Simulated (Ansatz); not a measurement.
**A workflow on F2OS (thionyl fluoride)**

Aim: a point of an energy scan (HF/6-31G*), then a point of an energy scan (HF/6-31G*), then a point of an energy scan (HF/6-31G*), then a point of an energy scan (HF/6-31G*), then a point of an energy scan (UHF/6-31G*) of F2OS (thionyl fluoride). 

The results are computed with Ansatz 0.2.0.

## 1. Starting point

The species is F2OS (4 atoms), typed as a singlet with charge 0. As SMILES, `O=S(F)F`. The coordinates come from a PBE0-D4/def2-TZVP relaxation.

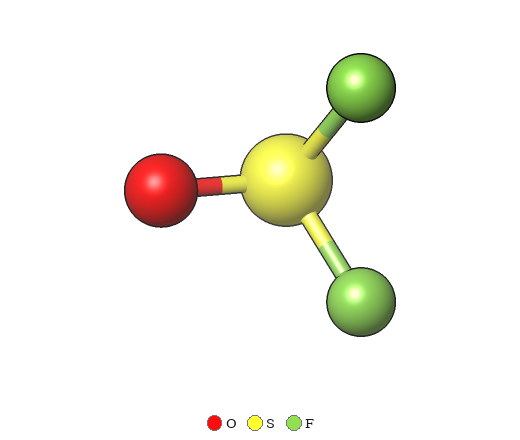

Viewed from a chosen angle; oxygen red, sulfur yellow, fluorine green.

## 2. A point of an energy scan at HF/6-31G(d) (Cartesian functions, held atoms (4, 2), held distance 1.4291 angstrom) (run 1)

The input, molecule.yaml:

```yaml
crystal:
  periodic: [false, false, false]
  atoms:
    - symbol: O
      position_ang: [0.932400, 0.066600, -1.017800]
    - symbol: S
      position_ang: [-0.151300, -0.426200, -0.245700]
    - symbol: F
      position_ang: [-1.124400, 0.804200, 0.000400]
    - symbol: F
      position_ang: [0.343300, -0.444600, 1.263100]
basis:
  gaussian:
    orbitals: "6-31G*"
hamiltonian:
  xc: hf
relax:
  max_steps: 60
  constraints: [{distance: [3, 1], at: 1.4291}]
```

Run with:

```
ansatz run molecule.yaml --threads 1 --pin off --max-ram 2610MiB --events-out events.jsonl --progress --plain --runs-dir runs
```

What it wrote:

```text
Warning: RAYON_NUM_THREADS=1 ignored (pool sized by the plan → 1); use --threads N
The last accepted step is kept in runs//last_step.txt (removed where the run ends without a failure and the disk answers)
[... 56 lines left out ...]
Total energy: -18263.35958905 eV, -671.1660855477 hartree
[... 4 lines left out ...]
Dipole moment:    -0.253507    -0.368278     0.233949 e Å
```

Run time: 5.7 s. Hardware: 1 thread of Arm Neoverse V1, shared host; peak memory 0.1 GiB.

## 3. A point of an energy scan at HF/6-31G(d) (Cartesian functions, held atoms (4, 2), held distance 1.5879 angstrom) (run 2)

The input, input.yaml:

```yaml
basis:
  gaussian:
    orbitals: "6-31G*"
crystal:
  periodic: [false, false, false]
  atoms:
    - {symbol: O, position_ang: [0.932073, 0.055672, -0.989129]}
    - {symbol: S, position_ang: [-0.132961, -0.428683, -0.194387]}
    - {symbol: F, position_ang: [-1.115186, 0.792274, 0.021213]}
    - {symbol: F, position_ang: [0.316074, -0.419263, 1.162303]}
magnetization:
  spin_polarized: false
hamiltonian:
  xc: hf
relax:
  max_steps: 60
  constraints: [{distance: [3, 1], at: 1.5879}]
```

Run with:

```
ansatz run input.yaml --threads 1 --pin off --max-ram 2610MiB --events-out events.jsonl --progress --plain --runs-dir runs
```

What it wrote, shortened:

```text
Warning: RAYON_NUM_THREADS=1 ignored (pool sized by the plan → 1); use --threads N
[... 1 set-up line as earlier in the session ...]
[... 56 lines left out ...]
Total energy: -18263.82917684 eV, -671.1833425809 hartree
[... 4 lines left out ...]
Dipole moment:    -0.317912    -0.335834     0.003914 e Å
```

Run time: 5.1 s. Hardware: 1 thread of Arm Neoverse V1, shared host; peak memory 0.1 GiB.

## 4. A point of an energy scan at HF/6-31G(d) (Cartesian functions, held atoms (4, 2), held distance 1.8261 angstrom) (run 3)

The input, input.yaml:

```yaml
crystal:
  periodic: [false, false, false]
  atoms:
    - {symbol: O, position_ang: [0.926331, 0.065171, -1.017208]}
    - {symbol: S, position_ang: [-0.150106, -0.421892, -0.249924]}
    - {symbol: F, position_ang: [-1.111863, 0.792693, 0.005341]}
    - {symbol: F, position_ang: [0.335638, -0.435972, 1.261791]}
basis:
  gaussian: {orbitals: "6-31G*"}
hamiltonian: {xc: hf}
relax: {max_steps: 60, constraints: [{distance: [3, 1], at: 1.8261}]}
```

Run with:

```
ansatz run input.yaml --threads 1 --pin off --max-ram 2610MiB --events-out events.jsonl --progress --plain --runs-dir runs
```

What it wrote, shortened:

```text
Warning: RAYON_NUM_THREADS=1 ignored (pool sized by the plan → 1); use --threads N
[... 1 set-up line as earlier in the session ...]
[... 56 lines left out ...]
Total energy: -18263.09141185 eV, -671.1562302175 hartree
[... 4 lines left out ...]
Dipole moment:    -0.394121    -0.285176    -0.328407 e Å
```

Wall time 5.1 s (1 thread of Arm Neoverse V1, shared host); peak memory 0.099 GiB.

## 5. A point of an energy scan at HF/6-31G(d) (Cartesian functions, held atoms (4, 2), held distance 2.0643 angstrom) (run 4)

The input, in.yaml:

```yaml
crystal:
  periodic: [false, false, false]
  atoms:
    - {symbol: O, position_ang: [0.913132, 0.081567, -1.067528]}
    - {symbol: S, position_ang: [-0.170057, -0.410198, -0.326754]}
    - {symbol: F, position_ang: [-1.107471, 0.794905, -0.024202]}
    - {symbol: F, position_ang: [0.364396, -0.466273, 1.418484]}
basis:
  gaussian: {orbitals: "6-31G*"}
total_charge: 0
hamiltonian: {xc: hf}
relax: {max_steps: 60, constraints: [{distance: [3, 1], at: 2.0643}]}
```

Run with:

```
ansatz run in.yaml --threads 1 --pin off --max-ram 2610MiB --events-out events.jsonl --progress --plain --runs-dir runs
```

What it wrote, shortened:

```text
Warning: RAYON_NUM_THREADS=1 ignored (pool sized by the plan → 1); use --threads N
[... 1 set-up line as earlier in the session ...]
[... 56 lines left out ...]
Total energy: -18261.88408846 eV, -671.1118619011 hartree
[... 4 lines left out ...]
Dipole moment:    -0.457228    -0.228807    -0.644914 e Å
```

Wall time 5.4 s (1 thread of Arm Neoverse V1, shared host); peak memory 0.099 GiB.

## 6. A point of an energy scan at UHF/6-31G(d) (Cartesian functions, held atoms (4, 2), held distance 2.3819 angstrom) (run 5)

The input, in.yaml:

```yaml
basis:
  gaussian:
    orbitals: "6-31G*"
crystal:
  periodic: [false, false, false]
  atoms:
    - {symbol: O, position_ang: [0.897248, 0.099509, -1.125338]}
    - {symbol: S, position_ang: [-0.185423, -0.396282, -0.396445]}
    - {symbol: F, position_ang: [-1.105836, 0.799537, -0.060219]}
    - {symbol: F, position_ang: [0.394010, -0.502763, 1.582002]}
magnetization:
  spin_polarized: true
hamiltonian:
  xc: hf
relax:
  max_steps: 60
  constraints: [{distance: [3, 1], at: 2.3819}]
```

Run with:

```
ansatz run in.yaml --threads 1 --pin off --max-ram 2610MiB --events-out events.jsonl --progress --plain --runs-dir runs
```

What it wrote, shortened:

```text
Warning: RAYON_NUM_THREADS=1 ignored (pool sized by the plan → 1); use --threads N
[... 1 set-up line as earlier in the session ...]
[... 84 lines left out ...]
Total energy: -18261.85217295 eV, -671.1106890278 hartree
[... 4 lines left out ...]
Dipole moment:    -0.210111    -0.345684     0.068335 e Å
```

It took 16 s on 1 thread of Arm Neoverse V1, shared host; peak memory 0.14 GiB.

## 7. Outcome

| quantity | value |
| --- | --- |
| run 1, HF/6-31G*: total energy | -671.16609 Eh |
| run 1, HF/6-31G*: dipole moment | 2.42 D |
| run 2, HF/6-31G*: total energy | -671.18334 Eh |
| run 2, HF/6-31G*: dipole moment | 2.22 D |
| run 3, HF/6-31G*: total energy | -671.15623 Eh |
| run 3, HF/6-31G*: dipole moment | 2.82 D |
| run 4, HF/6-31G*: total energy | -671.11186 Eh |
| run 4, HF/6-31G*: dipole moment | 3.95 D |
| run 5, UHF/6-31G*: total energy | -671.11069 Eh |
| run 5, UHF/6-31G*: dipole moment | 1.97 D |
| run 5, UHF/6-31G*: ⟨S²⟩ | 0.910 |

In words: Mulliken charges (run 2, HF/6-31G*) run from -0.59 on O1 to +1.42 on S2. Mulliken charges (run 3, HF/6-31G*) run from -0.55 on O1 to +1.44 on S2. ⟨S²⟩ (run 5, UHF/6-31G*) is 0.91 where a pure singlet has 0.00: the reference is spin-contaminated.
